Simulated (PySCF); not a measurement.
Vertical excitations of a molecule C4H6OSe from TDA-PBE/def2-SVPD (PySCF 2.14.0), as energy in eV (oscillator strength): 4.40 (0.001), 4.63 (0.001), 4.80 (0.015), 4.98 (0.067), 5.73 (0.009), 5.81 (0.021), 5.91 (0.004), 6.05 (0.014), 6.11 (0.013), 6.20 (0.036). Lowest triplet (TDA): 3.82 eV. Geometry: PBE0-D3(BJ)/def2-SVP. The values are those of a single conformer.

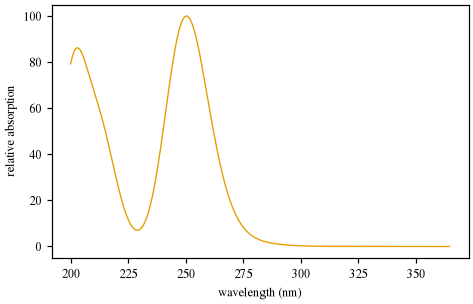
*The lines broadened by 0.4 eV.*

Task: Pick the molecule that these values belong to.
A. C=C1OC[C@H]1[SeH]
B. COC1=C[Se]C1
C. C=CC(=O)[Se]C
D. [SeH]C[C@@H]1C=CO1

Result: A, C=C1OC[C@H]1[SeH]
